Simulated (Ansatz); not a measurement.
**C₃H₉AlO (SMILES [CH3][Al]([CH3])[CH2]O): density, localisation and related maps**

```xyz
14

C    -1.5375    1.0175    0.5233
Al    0.0877    0.0344    0.2026
C     1.2327   -0.4330    1.7250
C     0.6686   -0.5112   -1.6511
O    -0.3512   -0.0723   -2.5885
H    -1.6935    1.2941    1.5929
H    -1.5176    2.0176   -0.0508
H    -2.4140    0.4802    0.1579
H     2.1483   -0.9853    1.4124
H     0.6994   -1.0561    2.4832
H     1.5972    0.4942    2.2616
H     0.7086   -1.6213   -1.6788
H     1.5308   -0.0456   -1.9036
H    -1.1723   -0.6424   -2.4573
```

The fields and orbitals are those of the mean-field reference, not of the correlated method.

Theory: SCF B2PLYP, Gaussian basis in Ansatz.

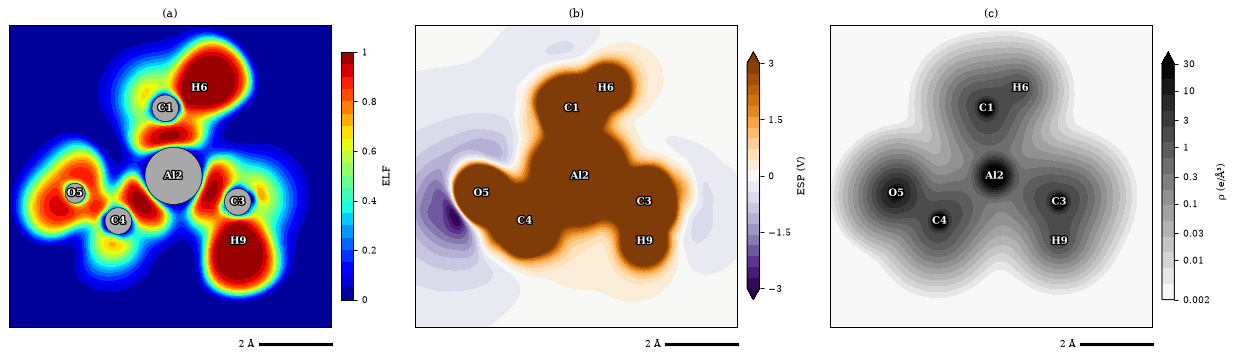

Figure 1. (a) electron localisation function; (b) electrostatic potential; (c) electron density on the plane of atoms C1, Al2 and C4. Grey discs cover the atomic cores in the ELF map.

Q: Describe what can be read from this map.

A: The section cuts through C, Al, O and H sites.
C–O (1.45 Å): ρ at the midpoint is about 1.9 e/Å³, with its minimum of 1.6 e/Å³ about 0.5 Å from C; the ELF peaks at about 0.85 between the atoms; a polar covalent bond.
C–Al (1.93 Å): the density is about 0.76 e/Å³ at the midpoint; the ELF peaks at about 0.95 between the atoms: a polar covalent bond.
C–Al (2.02 Å): the density is about 0.71 e/Å³ at the midpoint; the ELF peaks at about 1 between the atoms, as expected for a shared but strongly polarised pair.
The ELF also peaks beside O5, away from the bonds: lone-pair regions.
Outside the dense part of the molecule the potential is most negative (−2.8 V) near O5.

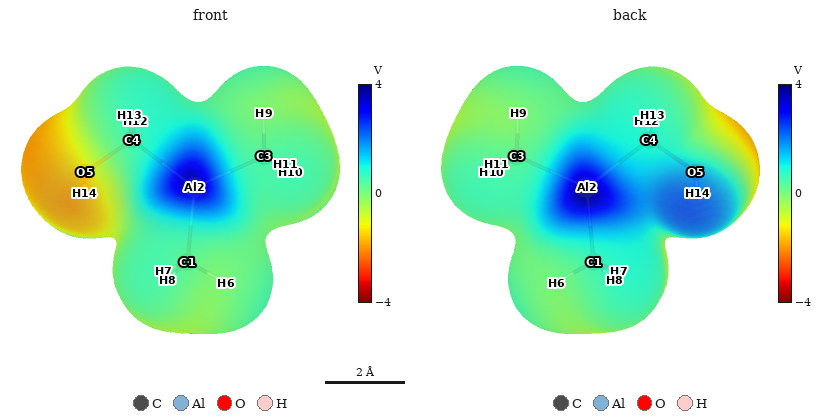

Figure 2. The molecular electrostatic potential painted on the density surface at 0.002 e/bohr³, seen from the front and from behind; the colour scale runs from red (negative) to blue (positive).

Q: Which sites attract a positive test charge, and which a negative one?

A: A positive charge is drawn to the negative regions and a negative charge to the positive ones. The most negative region (about −2.0 V) lies over O5, the most positive (about +3.6 V) over Al2. O5 is the likeliest acceptor of a hydrogen bond.

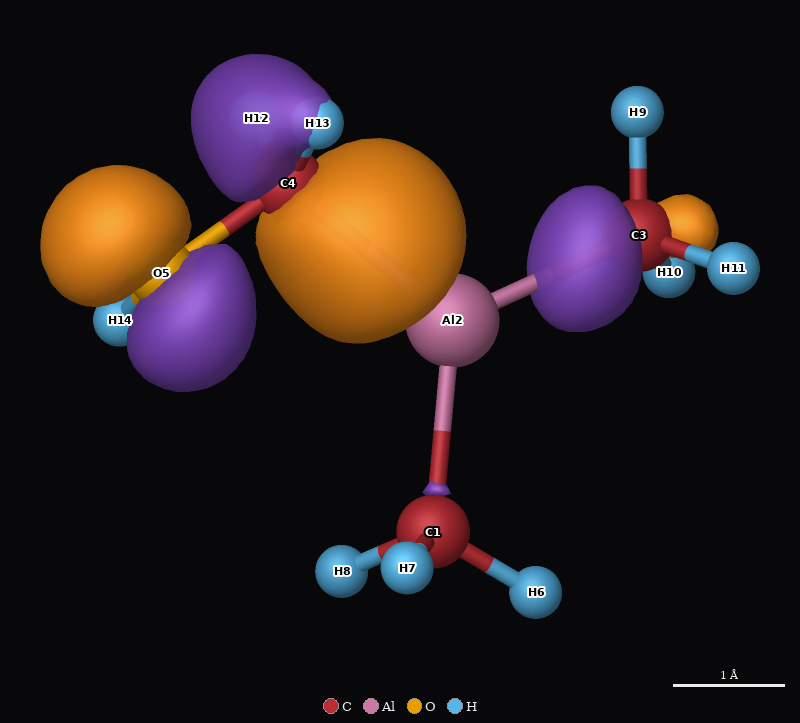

Figure 3. The HOMO at ±0.15 Å⁻³ᐟ² (orange and purple are the two phases), seen at a tilt.

Q: Describe this orbital and give its energy.

A: By Hirshfeld shares it lies mainly on O5 (about 35 %), C4 (about 30 %), Al2 (about 15 %) and C3 (about 5 %). Its energy is −7.26 eV.

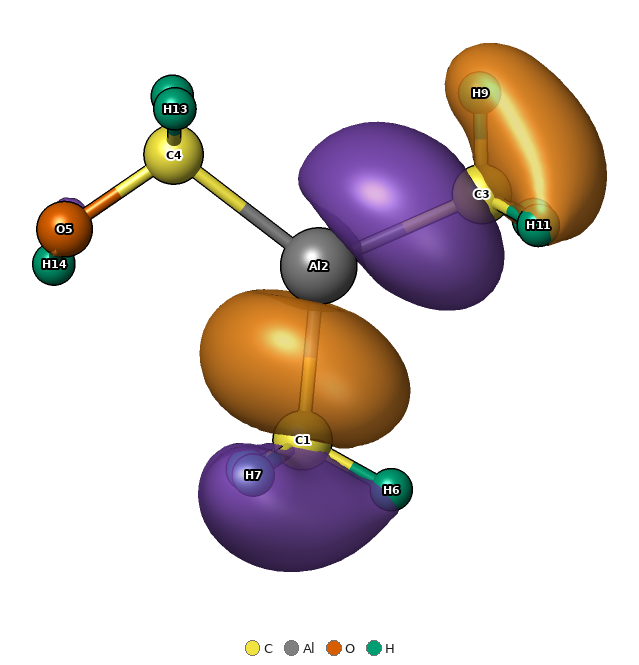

Figure 4. The HOMO−1 at ±0.1 Å⁻³ᐟ² (orange and purple are the two phases), seen across its widest extent.

Q: Where does this orbital lie, and at what energy?

A: By Hirshfeld shares it lies mainly on C1 (about 30 %), C3 (about 30 %) and Al2 (about 20 %). Its energy is −8.67 eV.
